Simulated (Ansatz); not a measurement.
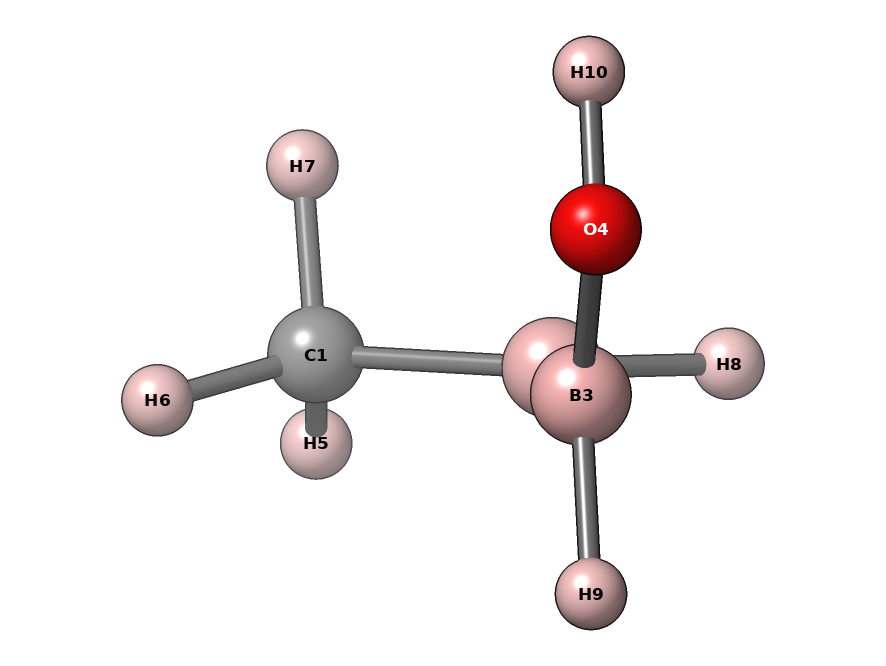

B2 lies behind B3. The molecule seen nearly along the B3–B2 bond, B3 in front. Depth is shown by fading: the farther an atom, the more it takes the colour of the background. Computed geometry: PBE-D4/def2-SVP optimisation. No frequency run is at hand to confirm it as a minimum.

### What is the torsion angle O4–B3–B2–C1? The sign is positive where the front bond must turn clockwise to cover the back bond.

−90°, about perpendicular.
